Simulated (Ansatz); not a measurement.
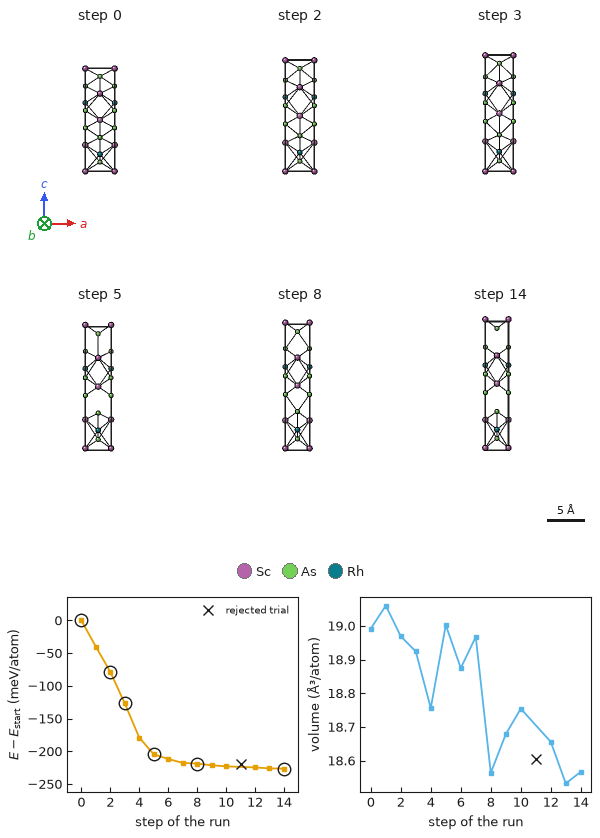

Frames of a relaxation of crystalline Sc₂As₃Rh (built on the Er2CuSi3-44 type type), marked on the history of the run. The picture is a ball-and-stick view of the conventional cell (2 times the calculation's cell), seen along the b axis. Lengths and directions refer to the drawn axes.

The calculation used DFT, PBEsol, plane waves, PAW in Ansatz 0.2.0. (plane-wave cutoff 420 eV; k-point mesh 8 × 8 × 8; occupations fermi dirac; smearing width 0.03 eV; no spin polarisation; cell and atoms relaxed; force threshold 0.01 eV/Å; at most 120 steps)

What happens along the run?

The run was cut off at its time limit before the relaxation converged, so the last structure is only a point on the way. The largest move relative to the cell is that of an As atom, 0.46 Å along −c. Largest moves by element: As 0.46 Å, Sc 0.33 Å, Rh 0.06 Å. The volume changes by −2.2 %, with a 3.982 → 3.146 Å (−21.0 %), b 4.099 → 4.055 Å (−1.1 %), c 13.963 → 17.466 Å (+25.1 %). Some distances before and after: As–Sc 3.146 → 4.287 Å, As–Sc 3.101 → 4.201 Å, As–As 3.982 → 3.146 Å, Sc–Sc 3.982 → 3.146 Å. Bonds break, among them: As–Sc (3.10 → 4.20 Å), As–Sc (3.15 → 4.29 Å). Bond angles that change, for instance: Sc–As–Sc 81.4° → 67.2°, Sc–As–Sc 82.1° → 68.3°, Sc–As–Sc 138.7° → 129.0°. The space group stays Imm2 (No. 44). The energy falls by 226 meV per atom in 13 accepted moves (14 points after the start). The largest force component goes from 1.1 to 0.054 eV/Å. Pressure: 1.21 GPa at the start and 0.11 GPa at the end. The line search rejected the trial step at point 11 of the run. The run took 9.3 min on 2 threads of Arm Neoverse V2 (shared host), peak memory 0.82 GiB. From step 0 to 2: an As atom moves most (0.13 Å), volume −0.1 %, energy −78.6 meV per atom. From step 2 to 3: an As atom moves most (0.09 Å), volume −0.2 %, energy −48.2 meV per atom. From step 3 to 5: a Sc atom moves most (0.29 Å), volume +0.4 %, energy −77.6 meV per atom. From step 5 to 8: a Sc atom moves most (0.20 Å), volume −2.3 %, energy −14.4 meV per atom. From step 8 to 14: an As atom moves most (0.11 Å), energy −7.6 meV per atom.

```tsv
step	E − E(0), meV/atom	largest force component, eV/Å	pressure, GPa	volume, Å³/atom	note
0	0.00	1.1351	1.21	18.992	
1	-39.90	0.4040	1.27	19.060	
2	-78.59	0.4409	1.66	18.969	
3	-126.75	0.6223	1.29	18.924	
4	-178.94	0.9834	2.13	18.756	
5	-204.37	0.7918	1.24	19.002	
6	-211.64	0.5788	0.85	18.875	
7	-217.57	0.1462	-0.72	18.967	
8	-218.73	0.3995	0.61	18.564	
9	-221.19	0.1084	0.05	18.678	
10	-222.95	0.0807	-0.37	18.754	
11	-219.20	0.5510	0.24	18.605	rejected
12	-224.51	0.0616	-0.02	18.656	
13	-226.01	0.1637	0.33	18.532	
14	-226.37	0.0538	0.11	18.567
```
